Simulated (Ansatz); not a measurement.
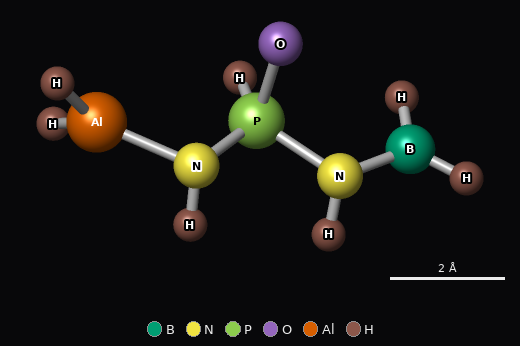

**Figure 1.** The structure as given in the input (ball-and-stick view, seen at a tilt). Sticks mark near contacts.

# AlBPN2H7O: geometry relaxation

The run: geometry relaxation of AlBPN2H7O. Method and program: RKS BHLYP-D4/def2-SVP (Ansatz 0.2.0).

It belongs to a series of runs on one base structure; here: end point B relaxed.

## The program's output
```
The last accepted step is kept in [file] (removed where the run ends without a failure and the disk answers)
Engine: ansatz 0.2.0, x86_64-unknown-linux-gnu
Functional definition: BHLYP
  parameter a = 0.5
  exchange = (1 - a)*b88_x + a*exact_x
  correlation = lyp_c
1358 factors; integrals over basis functions are off by at most 3.5e-4 eV
mean field evaluation 1: about -21672.3041 eV, gradient 7.9e1 eV
mean field evaluation 2: about -21533.9653 eV, gradient 1.9e2 eV
mean field evaluation 4: about -21685.4062 eV, gradient 1.7e1 eV
mean field evaluation 8: about -21686.3760 eV, gradient 7.0e-1 eV
mean field evaluation 16: about -21686.3774 eV, gradient 1.1e-3 eV
mean field -21686.37739423 eV, -796.9596696835 hartree, gradient 4.8e-5 eV, S^2 0.000000; 0 other end points of the search recorded, 0 dependent functions left out
the calculation of the forces begins
reference -21686.37761068 eV, -796.9596776377 hartree; 31, 31 occupied and 96, 96 virtual orbitals, 1358 factors
relax step   1: F+E_penalty+E_count = -21686.78545779 eV  Δ(F+E_penalty+E_count) = +0.000e0 eV  max|allowed force component| = 1.328e1 eV/Å  Δτ_max = 0.0000 Å  (33 SCF iters, accepted)
these checks for a lower state are left out or cut short: starts, cluster_reference, orbital_swaps, neighbouring_geometries, increment
1358 factors; integrals over basis functions are off by at most 4.8e-4 eV
mean field -21689.80839000 eV, -797.0857564524 hartree, gradient 2.1e-5 eV, S^2 0.000000; 0 other end points of the search recorded, 0 dependent functions left out
[... from here on the field's lines of each further geometry are left out, up to the last ...]
relax step   2: F+E_penalty+E_count = -21690.21736805 eV  Δ(F+E_penalty+E_count) = -3.432e0 eV  max|allowed force component| = 8.777e0 eV/Å  Δτ_max = 0.1923 Å  (40 SCF iters, accepted)
relax step   3: F+E_penalty+E_count = -21690.88284026 eV  Δ(F+E_penalty+E_count) = -6.655e-1 eV  max|allowed force component| = 1.415e1 eV/Å  Δτ_max = 0.1949 Å  (36 SCF iters, accepted)
relax step   4: F+E_penalty+E_count = -21692.53397226 eV  Δ(F+E_penalty+E_count) = -1.651e0 eV  max|allowed force component| = 8.757e-1 eV/Å  Δτ_max = 0.1930 Å  (32 SCF iters, accepted)
relax step   5: F+E_penalty+E_count = -21692.73935420 eV  Δ(F+E_penalty+E_count) = -2.054e-1 eV  max|allowed force component| = 8.714e-1 eV/Å  Δτ_max = 0.1948 Å  (31 SCF iters, accepted)
relax step   6: F+E_penalty+E_count = -21692.89581337 eV  Δ(F+E_penalty+E_count) = -1.565e-1 eV  max|allowed force component| = 3.313e-1 eV/Å  Δτ_max = 0.1998 Å  (31 SCF iters, accepted)
relax step   7: F+E_penalty+E_count = -21693.00693668 eV  Δ(F+E_penalty+E_count) = -1.111e-1 eV  max|allowed force component| = 3.311e-1 eV/Å  Δτ_max = 0.1952 Å  (32 SCF iters, accepted)
relax step   8: F+E_penalty+E_count = -21693.09992926 eV  Δ(F+E_penalty+E_count) = -9.299e-2 eV  max|allowed force component| = 5.683e-1 eV/Å  Δτ_max = 0.1956 Å  (30 SCF iters, accepted)
relax step   9: F+E_penalty+E_count = -21693.26412161 eV  Δ(F+E_penalty+E_count) = -1.642e-1 eV  max|allowed force component| = 6.468e-1 eV/Å  Δτ_max = 0.1950 Å  (32 SCF iters, accepted)
relax step  10: F+E_penalty+E_count = -21693.54651002 eV  Δ(F+E_penalty+E_count) = -2.824e-1 eV  max|allowed force component| = 6.594e-1 eV/Å  Δτ_max = 0.1987 Å  (32 SCF iters, accepted)
relax step  11: F+E_penalty+E_count = -21693.92235581 eV  Δ(F+E_penalty+E_count) = -3.758e-1 eV  max|allowed force component| = 7.709e-1 eV/Å  Δτ_max = 0.1937 Å  (32 SCF iters, accepted)
relax step  12: F+E_penalty+E_count = -21694.03772067 eV  Δ(F+E_penalty+E_count) = -1.154e-1 eV  max|allowed force component| = 2.184e0 eV/Å  Δτ_max = 0.1945 Å  (31 SCF iters, accepted)
relax step  13: F+E_penalty+E_count = -21694.19446540 eV  Δ(F+E_penalty+E_count) = -1.567e-1 eV  max|allowed force component| = 8.327e-1 eV/Å  Δτ_max = 0.1999 Å  (30 SCF iters, accepted)
relax step  14: F+E_penalty+E_count = -21694.23949790 eV  Δ(F+E_penalty+E_count) = -4.503e-2 eV  max|allowed force component| = 4.224e-1 eV/Å  Δτ_max = 0.1013 Å  (31 SCF iters, accepted)
relax step  15: F+E_penalty+E_count = -21694.23660328 eV  Δ(F+E_penalty+E_count) = +2.895e-3 eV  max|allowed force component| = 5.328e-1 eV/Å  Δτ_max = 0.0896 Å  (31 SCF iters, rejected (line search))
relax step  16: F+E_penalty+E_count = -21694.26313176 eV  Δ(F+E_penalty+E_count) = -2.363e-2 eV  max|allowed force component| = 1.675e-1 eV/Å  Δτ_max = 0.0436 Å  (32 SCF iters, accepted)
relax step  17: F+E_penalty+E_count = -21694.27609403 eV  Δ(F+E_penalty+E_count) = -1.296e-2 eV  max|allowed force component| = 1.369e-1 eV/Å  Δτ_max = 0.1000 Å  (31 SCF iters, accepted)
relax step  18: F+E_penalty+E_count = -21694.24558921 eV  Δ(F+E_penalty+E_count) = +3.050e-2 eV  max|allowed force component| = 4.636e-1 eV/Å  Δτ_max = 0.1500 Å  (31 SCF iters, rejected (line search))
relax step  19: F+E_penalty+E_count = -21694.28339091 eV  Δ(F+E_penalty+E_count) = -7.297e-3 eV  max|allowed force component| = 7.934e-2 eV/Å  Δτ_max = 0.0750 Å  (31 SCF iters, accepted)
relax step  20: F+E_penalty+E_count = -21694.28787239 eV  Δ(F+E_penalty+E_count) = -4.481e-3 eV  max|allowed force component| = 5.310e-2 eV/Å  Δτ_max = 0.0750 Å  (31 SCF iters, accepted)
relax step  21: F+E_penalty+E_count = -21694.28999332 eV  Δ(F+E_penalty+E_count) = -2.121e-3 eV  max|allowed force component| = 1.246e-1 eV/Å  Δτ_max = 0.1096 Å  (31 SCF iters, accepted)
relax step  22: F+E_penalty+E_count = -21694.29051653 eV  Δ(F+E_penalty+E_count) = -5.232e-4 eV  max|allowed force component| = 7.542e-2 eV/Å  Δτ_max = 0.0166 Å  (25 SCF iters, accepted)
relax step  23: F+E_penalty+E_count = -21694.29083638 eV  Δ(F+E_penalty+E_count) = -3.199e-4 eV  max|allowed force component| = 2.944e-2 eV/Å  Δτ_max = 0.0515 Å  (32 SCF iters, accepted)
relax step  24: F+E_penalty+E_count = -21694.29135226 eV  Δ(F+E_penalty+E_count) = -5.159e-4 eV  max|allowed force component| = 8.636e-2 eV/Å  Δτ_max = 0.0352 Å  (32 SCF iters, accepted)
the calculation of the forces begins
reference -21693.85565248 eV, -797.2344906053 hartree; 31, 31 occupied and 96, 96 virtual orbitals, 1358 factors
relax step  25: F+E_penalty+E_count = -21694.29185424 eV  Δ(F+E_penalty+E_count) = -5.020e-4 eV  max|allowed force component| = 1.081e-2 eV/Å  Δτ_max = 0.0141 Å  (33 SCF iters, accepted)
1358 factors; integrals over basis functions are off by at most 4.3e-4 eV
mean field evaluation 192: about -21693.8554 eV, gradient 1.1e-5 eV
```

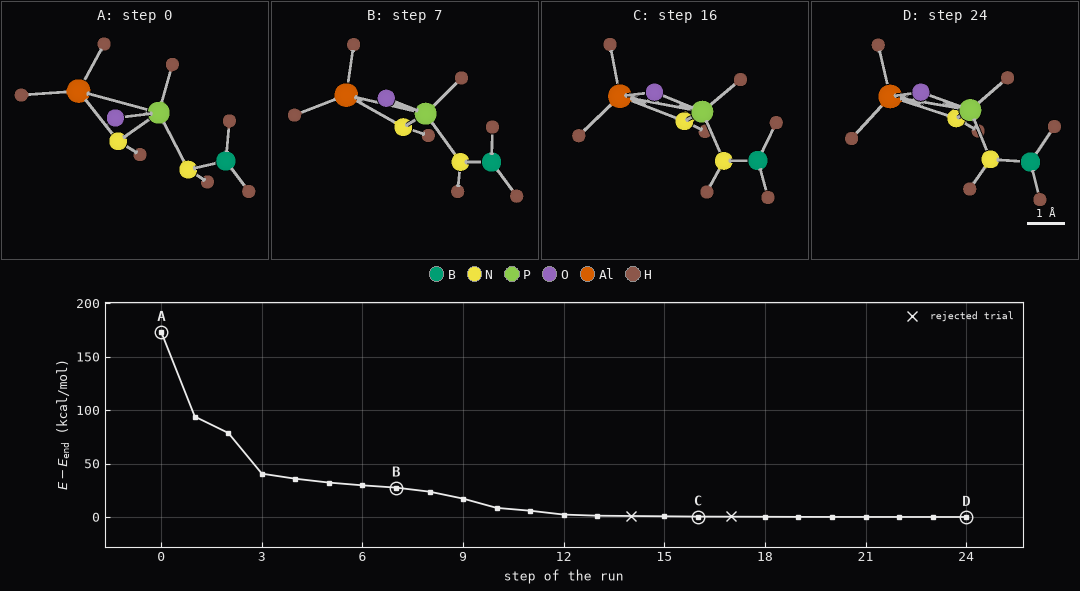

**Figure 2.** Frames of the relaxation (ball-and-stick view, seen at a tilt) above the curves, on which the letters mark them (the first geometry is step 0 here and step 1 in the log).

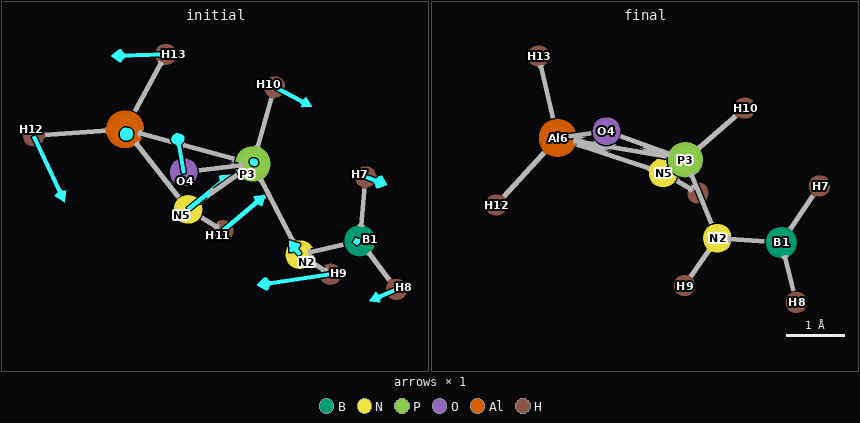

**Figure 3.** Before (left) and after (right) the relaxation, at one scale (ball-and-stick view, seen at a tilt). The teal arrows give the displacements, at true length. The atom that moves furthest after the best rigid fit is H9 (1.61 Å). By element the largest moves are H 1.61 Å, O 1.27 Å, N 1.14 Å, Al 0.56 Å, P 0.20 Å, B 0.18 Å. Distances before and after: O4–Al6 3.518 → 1.906 Å, P3–Al6 2.998 → 2.552 Å, P3–O4 1.816 → 1.538 Å, P3–N5 1.803 → 1.598 Å. New bonds form: O4–Al6 (3.52 → 1.91 Å). Among the angles that change: O4–P3–Al6 90.4° → 48.1°, Al6–N5–H11 105.2° → 142.1°, Al6–P3–H10 95.3° → 130.3°. Over 24 geometry steps the energy falls by 173.1 kcal/mol. The largest force component goes from 13 to 0.011 eV/Å. The line search rejected the trial steps at points 14, 17 (counted from 0) and went back. (Atoms are counted from 1 in the order of the input.)

```
mean field -21693.85544080 eV, -797.2344828260 hartree, gradient 1.1e-5 eV, S^2 0.000000; 1 other end points of the search recorded, 0 dependent functions left out
the calculation of the forces begins
reference -21693.85565248 eV, -797.2344906053 hartree; 31, 31 occupied and 96, 96 virtual orbitals, 1358 factors
Total energy: -21694.29206592 eV, -797.2505285033 hartree
Atom 0 at     0.214414    -2.632926     0.230255 Å, force     0.003304     0.000679     0.000287 eV/Å
Atom 1 at     0.365333    -1.241445     0.351207 Å, force    -0.002990     0.000094     0.010812 eV/Å
Atom 2 at    -0.642311    -0.066796    -0.291634 Å, force    -0.005403    -0.005507    -0.002778 eV/Å
Atom 3 at     0.013672     0.771331    -1.402183 Å, force    -0.003149     0.002121     0.009552 eV/Å
Atom 4 at    -1.008292     1.128594     0.703237 Å, force     0.004466     0.000549    -0.002710 eV/Å
Atom 5 at    -0.254957     2.444654    -0.529047 Å, force    -0.003529    -0.002832    -0.002945 eV/Å
Atom 6 at    -0.740405    -3.059237    -0.352099 Å, force     0.001823    -0.007304     0.001706 eV/Å
Atom 7 at     1.033268    -3.352284     0.719968 Å, force    -0.006828     0.008595    -0.005481 eV/Å
Atom 8 at     1.170443    -0.868992     0.836194 Å, force     0.006475    -0.003904    -0.004087 eV/Å
Atom 9 at    -1.678147    -0.871548    -0.772174 Å, force     0.002015     0.002013    -0.003078 eV/Å
Atom 10 at    -1.451649     1.046000     1.600581 Å, force     0.000933     0.001891    -0.003796 eV/Å
Atom 11 at     1.107007     3.070019    -0.031360 Å, force     0.004212     0.002479     0.002887 eV/Å
Atom 12 at    -1.326877     3.331859    -1.271007 Å, force    -0.001330     0.001127    -0.000370 eV/Å
Dipole moment:    -0.189688    -0.788995     0.582908 e Å
```

## Trajectory as extended XYZ (Å, eV, eV/Å), 8 of the 25 frames kept, from step=1 to step=25
```
13
Properties=species:S:1:pos:R:3:forces:R:3 step=1 energy=-21686.78546
B     0.1211   -2.8008    0.2065   -0.1268   4.3784  -0.5177
N     0.3609   -1.3571    0.7198   -5.4287  -1.8322   0.1818
P    -0.4958   -0.1583   -0.3596   13.2796   0.8390  -3.1358
O     0.8747   -0.1280   -1.5514   -6.4162  -0.0638   3.4692
N     0.1577    1.2678    0.5296   -4.8429  -0.2761   0.9157
Al   -0.5586    2.8389   -0.3200    0.4939  -0.3282  -0.3368
H    -0.5198   -2.9305   -0.7944    0.1660  -0.0691  -0.0909
H     0.5329   -3.6776    0.7678    0.7774  -1.6636   1.3507
H    -0.0848   -1.2745    1.7019    1.5965  -0.3884  -1.6646
H    -1.5610   -0.2988   -1.2572   -1.0642  -0.1459   1.0461
H    -0.2841    1.2544    1.5202    1.0026   0.0947  -1.7027
H     0.4457    3.9492   -0.8755   -0.3090  -0.3058   0.2970
H    -2.1874    3.0145   -0.4958    0.8718  -0.2391   0.1880
13
Properties=species:S:1:pos:R:3:forces:R:3 step=4 energy=-21692.53397
B     0.0442   -2.7553    0.1951    0.3499   0.2109  -0.4859
N     0.1229   -1.4189    0.6588   -0.8757   0.0112   0.1144
P    -0.1446   -0.1255   -0.4250   -0.0683   0.0969   0.1468
O     0.7615   -0.1048   -1.5897   -0.2056   0.1900   0.1148
N    -0.0729    1.2812    0.4930   -0.3057  -0.4600  -0.6428
Al   -0.5632    2.8430   -0.3622    0.0913  -0.2181   0.0382
H    -0.3693   -2.9448   -0.9302    0.2771   0.0332   0.3142
H     0.4524   -3.6631    0.8678   -0.3775   0.0943   0.1679
H     0.0812   -1.2602    1.6621    0.5736   0.1163  -0.3957
H    -1.4989   -0.3008   -0.8767    0.5161   0.0235   0.4430
H    -0.3490    1.2032    1.4595   -0.0836  -0.1304   0.1524
H     0.4584    3.9200   -0.8512    0.0668  -0.0498   0.0596
H    -2.1213    3.0253   -0.5092    0.0414   0.0818  -0.0270
13
Properties=species:S:1:pos:R:3:forces:R:3 step=8 energy=-21693.09993
B     0.2189   -2.7257    0.1799    0.0031   0.0993  -0.0635
N     0.1946   -1.3831    0.5791   -0.0594   0.1494  -0.1152
P    -0.4050   -0.1311   -0.4047    0.1061  -0.1089  -0.1382
O     0.3077    0.2006   -1.6668   -0.2385   0.1481   0.4752
N    -0.4710    1.1903    0.5746   -0.3797   0.1432   0.4863
Al   -0.4046    2.8028   -0.3356    0.0188  -0.3081  -0.5683
H    -0.1578   -2.9970   -0.9226   -0.0840  -0.0345   0.0024
H     0.5935   -3.5620    0.9408    0.1192  -0.0902   0.0799
H     0.5463   -1.1130    1.4870    0.0338   0.0455  -0.1502
H    -1.7188   -0.5909   -0.6319    0.1283   0.0156  -0.0256
H    -1.0121    1.0734    1.4341    0.2337   0.1246  -0.4236
H     0.9452    3.5455   -0.7008   -0.2171  -0.1491   0.2511
H    -1.8355    3.3894   -0.7412    0.3356  -0.0350   0.1897
13
Properties=species:S:1:pos:R:3:forces:R:3 step=11 energy=-21693.92236
B     0.3030   -2.6652    0.1271    0.0183  -0.1768  -0.0426
N     0.2707   -1.3141    0.5053   -0.0113   0.4527  -0.1434
P    -0.5949   -0.0752   -0.2767   -0.0964  -0.1929   0.7709
O     0.0145    0.6163   -1.4872   -0.1514   0.6578   0.6090
N    -0.7627    1.1678    0.7534   -0.3192  -0.1024  -0.0901
Al   -0.2617    2.5192   -0.5108    0.1670  -0.5671  -0.6294
H    -0.2741   -3.0036   -0.8758    0.0182   0.0511   0.2018
H     0.8855   -3.4566    0.8232   -0.0284   0.1501  -0.1714
H     0.7927   -0.9996    1.3216   -0.1958  -0.0457  -0.3818
H    -1.7972   -0.7475   -0.5649    0.2248   0.0515  -0.1558
H    -1.4393    1.1367    1.5098    0.3749   0.0834  -0.1896
H     1.1981    3.1624   -0.5171   -0.3173  -0.1316   0.1729
H    -1.5330    3.3587   -1.0160    0.3164  -0.2299   0.0495
13
Properties=species:S:1:pos:R:3:forces:R:3 step=15 energy=-21694.23660 accepted=F
B     0.3105   -2.6153    0.0859   -0.4108  -0.3626   0.5328
N     0.2631   -1.2704    0.4991    0.2197   0.0068  -0.2181
P    -0.6756   -0.0681   -0.2012    0.0207   0.0059   0.1827
O    -0.0059    0.6737   -1.3706   -0.0859   0.1330   0.1467
N    -0.9099    1.1796    0.7723   -0.1566   0.0658  -0.0633
Al   -0.2200    2.4202   -0.5784   -0.0172  -0.2670  -0.0254
H    -0.5378   -3.0212   -0.6699    0.2830   0.1592  -0.0520
H     1.0812   -3.3736    0.6213   -0.0229   0.2446  -0.2609
H     0.9510   -0.9198    1.1573   -0.1147  -0.0444  -0.1497
H    -1.7974   -0.8000   -0.6121    0.1244  -0.0050  -0.0343
H    -1.4688    1.1762    1.6100    0.1215   0.0075  -0.0544
H     1.1666    3.0741   -0.2269    0.0471   0.0226   0.0246
H    -1.3556    3.2438   -1.2950   -0.0083   0.0336  -0.0289
13
Properties=species:S:1:pos:R:3:forces:R:3 step=18 energy=-21694.24559 accepted=F
B     0.2474   -2.6337    0.1555    0.0513  -0.0438   0.1419
N     0.3131   -1.2618    0.4351   -0.3802   0.2230  -0.0507
P    -0.6747   -0.0646   -0.2152    0.4636  -0.1081   0.2517
O     0.0363    0.7056   -1.3324   -0.2317   0.3114  -0.3973
N    -0.9881    1.1793    0.7461   -0.1461  -0.2973  -0.1463
Al   -0.2832    2.4236   -0.5693    0.4383   0.0577   0.0288
H    -0.6226   -3.0574   -0.5377   -0.1594   0.0082  -0.0847
H     1.0600   -3.3522    0.6440    0.1232  -0.0935   0.0078
H     1.0837   -0.9011    0.9776    0.0364   0.0302   0.0715
H    -1.7393   -0.8191   -0.7071   -0.0457  -0.1122   0.0828
H    -1.4022    1.1514    1.6583   -0.1104  -0.0253   0.0669
H     1.0925    3.0283   -0.0897    0.0049   0.1444  -0.0135
H    -1.3213    3.3010   -1.3732   -0.0440  -0.0946   0.0411
13
Properties=species:S:1:pos:R:3:forces:R:3 step=22 energy=-21694.29052
B     0.2264   -2.6323    0.2140    0.0423   0.0754  -0.0545
N     0.3430   -1.2401    0.3809   -0.0153  -0.0299   0.0200
P    -0.6604   -0.0681   -0.2748    0.0254   0.0071   0.0149
O    -0.0052    0.7544   -1.3977   -0.0023  -0.0051  -0.0116
N    -1.0119    1.1409    0.7095   -0.0162  -0.0294   0.0263
Al   -0.2505    2.4368   -0.5410    0.0181   0.0143   0.0127
H    -0.7027   -3.0659   -0.4059    0.0099   0.0205   0.0349
H     1.0598   -3.3438    0.6887   -0.0175  -0.0104   0.0299
H     1.1312   -0.8621    0.8917   -0.0380  -0.0418  -0.0428
H    -1.7004   -0.8700   -0.7507   -0.0028  -0.0070   0.0100
H    -1.4387    1.0685    1.6167    0.0095   0.0105  -0.0441
H     1.1221    3.0479   -0.0506   -0.0110   0.0022  -0.0024
H    -1.3112    3.3330   -1.2890   -0.0019  -0.0064   0.0067
13
Properties=species:S:1:pos:R:3:forces:R:3 step=25 energy=-21694.29185
B     0.2144   -2.6329    0.2303    0.0033   0.0007   0.0003
N     0.3653   -1.2414    0.3512   -0.0030   0.0001   0.0108
P    -0.6423   -0.0668   -0.2916   -0.0054  -0.0055  -0.0028
O     0.0137    0.7713   -1.4022   -0.0031   0.0021   0.0096
N    -1.0083    1.1286    0.7032    0.0045   0.0005  -0.0027
Al   -0.2550    2.4447   -0.5290   -0.0035  -0.0028  -0.0029
H    -0.7404   -3.0592   -0.3521    0.0018  -0.0073   0.0017
H     1.0333   -3.3523    0.7200   -0.0068   0.0086  -0.0055
H     1.1704   -0.8690    0.8362    0.0065  -0.0039  -0.0041
H    -1.6781   -0.8715   -0.7722    0.0020   0.0020  -0.0031
H    -1.4516    1.0460    1.6006    0.0009   0.0019  -0.0038
H     1.1070    3.0700   -0.0314    0.0042   0.0025   0.0029
H    -1.3269    3.3319   -1.2710   -0.0013   0.0011  -0.0004
```

This output came from the following input.

## Input file
```yaml
crystal:
  periodic: [false, false, false]
  atoms:
    - { symbol: B, position_ang: [0.1211, -2.8008, 0.2065] }
    - { symbol: "N", position_ang: [0.3609, -1.3571, 0.7198] }
    - { symbol: P, position_ang: [-0.4958, -0.1583, -0.3596] }
    - { symbol: O, position_ang: [0.8747, -0.128, -1.5514] }
    - { symbol: "N", position_ang: [0.1577, 1.2678, 0.5296] }
    - { symbol: Al, position_ang: [-0.5586, 2.8389, -0.32] }
    - { symbol: H, position_ang: [-0.5198, -2.9305, -0.7944] }
    - { symbol: H, position_ang: [0.5329, -3.6776, 0.7678] }
    - { symbol: H, position_ang: [-0.0848, -1.2745, 1.7019] }
    - { symbol: H, position_ang: [-1.561, -0.29877, -1.25716] }
    - { symbol: H, position_ang: [-0.2841, 1.2544, 1.5202] }
    - { symbol: H, position_ang: [0.4457, 3.9492, -0.8755] }
    - { symbol: H, position_ang: [-2.1874, 3.0145, -0.4958] }
basis:
  gaussian: { orbitals: def2-SVP }
hamiltonian:
  xc: { name: BHLYP }
  dispersion: d4
relax:
  f_tol: 0.02
  max_steps: 50
```

Run as:
```bash
ansatz run input.yaml --threads 2 --pin off --max-ram 3072MiB --backend cpu --events-out ev --progress --plain --runs-dir out
```

## Key numbers

| quantity | value |
| --- | --- |
| outcome | converged |
| total energy | −21694.2921 eV |
| mean-field energy | −21693.8557 eV |
| largest force (length of the vector) at the end | 0.012 eV/Å |
| hardware | 2 threads of Intel Xeon @ 2.50GHz (Skylake/Cascade Lake), 16 GiB of memory available, shared host |
| wall time | 2.5 min (CPU time 4.7 min) |
| peak memory | 0.34 GiB |
